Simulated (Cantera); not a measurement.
Feed: 1 mol AlBr3, 2.6 mol N2, 4.2 mol H2, 1.5 mol N2O, equilibrated at 0.510 bar.

Method: chemical equilibrium by Gibbs-energy minimisation in Cantera with the NASA 1993 tables (ideal gas, pure condensed phases). Candidate condensed phases: Al, AlBr3, AlN, Al2O3, Br2, H2O; 41 gas species. The numbers say what is thermodynamically allowed, not how fast it happens.

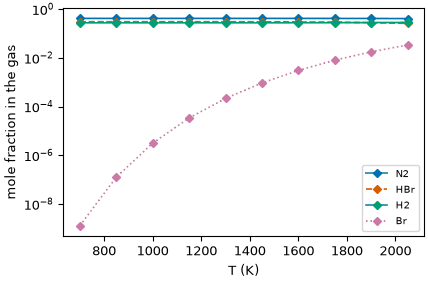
*Equilibrium gas composition (values under 1e-9 drawn at 1e-9)*

Task: Read off the mole fractions at 1750 K.

Result: N2 about 0.42, HBr about 0.29, H2 about 0.28, Br about 0.0081.
